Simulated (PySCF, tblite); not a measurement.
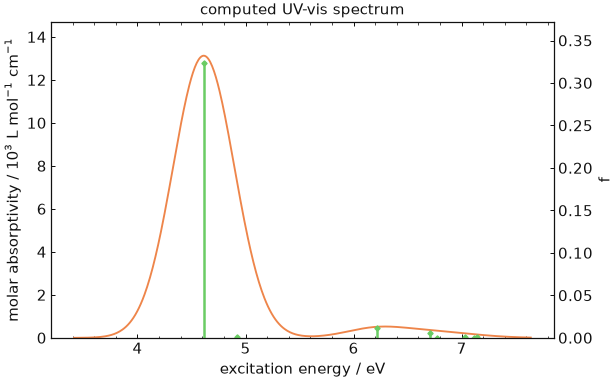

Computed absorption of C₄H₈BClO, SMILES CO/C=C(/C)BCl. Vertical TDDFT excitations, PBE0/def2-SVPD, PySCF, at a GFN2-xTB geometry (a minimum by its frequencies), gas phase. Only the first 8 singlet excitations are included; each is broadened by a Gaussian of 1/e half-width 0.40 eV. Sticks give oscillator strengths (right axis).

### Where is the maximum of the broadened curve, and how high is it?

At about 4.6 eV (269 nm), with ε near 13000 L mol⁻¹ cm⁻¹.

### Does any vertical transition fall in the visible?

No singlet lies below 3.1 eV (beyond 400 nm), so at this level no vertical transition falls in the visible.

### Which of the computed transitions is the brightest, and what character does the calculation give it?

S1 at 4.61 eV (269 nm), f = 0.323, mainly HOMO → LUMO (98 %).

Caveats: states above the negative HOMO energy depend on the basis; the tight-binding geometry is rougher than a DFT one and adds to the error; one conformer of a flexible molecule; core orbitals are frozen in the response.
